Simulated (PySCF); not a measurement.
# C3BCl2F3: the cost of one run

Computed with PySCF 2.14.0, with density-fitted response routines of our own, on a single molecule in the gas phase. Atoms count from 0, in the outputs and in this text.

### Step 1. Starting geometry

9 atoms, charge 0, multiplicity 1; geometry from: GFN2-xTB. The atoms were then displaced at random by about 0.01 Å, so the start is not that level's minimum.

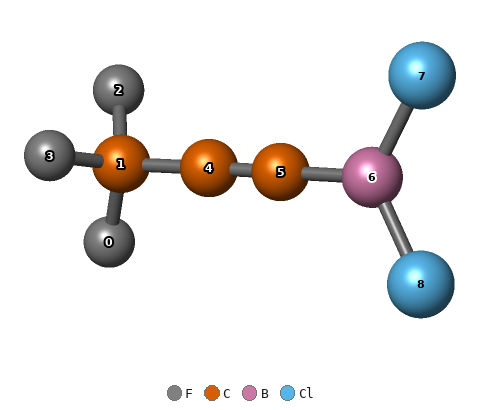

As it starts; fluorine grey, carbon orange, boron pink, chlorine blue, atoms numbered.

### Step 2. Optimising the geometry at PBE0-D3(BJ)/def2-SVP

The job: settings as JSON, then the geometry in Å.

```
{"job": {"xc": "PBE0", "basis": "def2-SVP", "d3": "d3bj", "grid": 1, "shake": 0.01, "kind": "geom"}, "charge": 0, "multiplicity": 1}
F     -2.122040    -1.448270     0.752140
C     -1.852100    -0.295130     0.092480
F     -2.425180    -0.385150    -1.128740
F     -2.434880     0.709830     0.734390
C     -0.407970    -0.072750     0.006030
C      0.780290     0.126020    -0.046970
B      2.294500     0.357320    -0.123330
Cl     2.914390     1.408030    -1.336060
Cl     3.310800    -0.417060     1.016330
```

Run with:

```sh
> OMP_NUM_THREADS=1 python probes_run.py task.json out
```

The driver reads the jobs from task.json and runs them one after another.

**Question.** How long does this first job take on 1 thread of Arm Neoverse V2, shared host, and how much memory does it need?

About 57 s, with a peak of 0.55 GiB.
